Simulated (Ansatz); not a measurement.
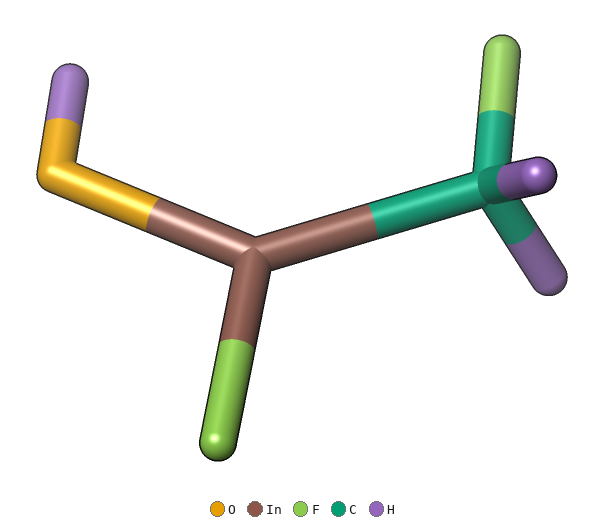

The geometry was computed by an optimisation with PBE-D4/def2-SVP. No frequency run is at hand to confirm it as a minimum.

Give the structural formula.

SMILES: [OH][In]([F])[CH2]F

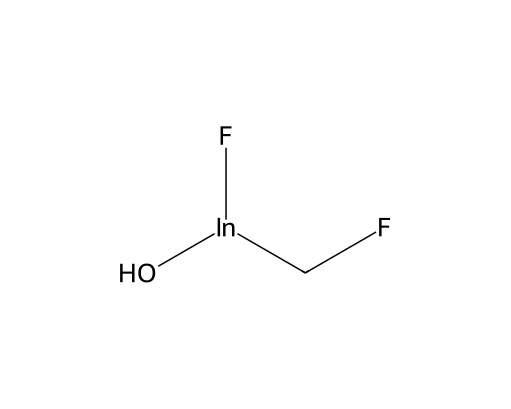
